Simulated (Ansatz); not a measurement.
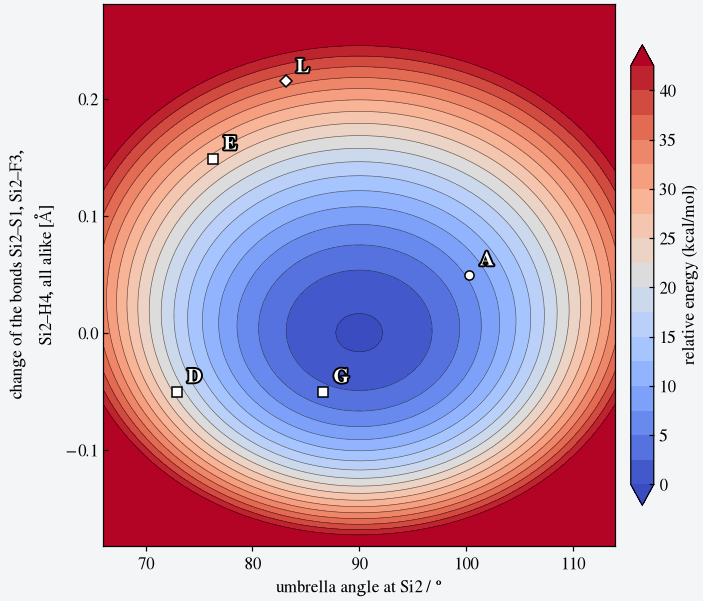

FHSSi, SMILES F[SiH]=S. 
- First axis: umbrella angle at Si2 (between each of its bonds and their common axis; 90 is planar). Second axis: change of the bonds Si2–S1, Si2–F3, Si2–H4, all alike.
- Nothing is relaxed (all other coordinates rigid).
- The grid has 15 × 15 points; 120 points were computed and 105 follow by symmetry.
- Points are written as (first, second).
- Energies: kcal/mol, counted from the lowest grid point.
- All numbers below come from RKS CAM-B3LYP-D4/def2-TZVP in Ansatz.

The picture shows filled contours, one colour for all values above the top of the scale, lettered points. Between grid points the surface is interpolated.

**What kind of point is each of A, D, E, G, L: minimum, saddle, maximum or slope?**

A: on a slope; D: on a slope; E: on a slope; G: on a slope; L: on a slope. (In these two coordinates alone; a stationary point may lie a little off the grid point.)

**Rank the lettered points by energy, lowest first.**

G (3.3 kcal/mol), A (7.9 kcal/mol), D (21.6 kcal/mol), E (26.6 kcal/mol), L (36.0 kcal/mol).
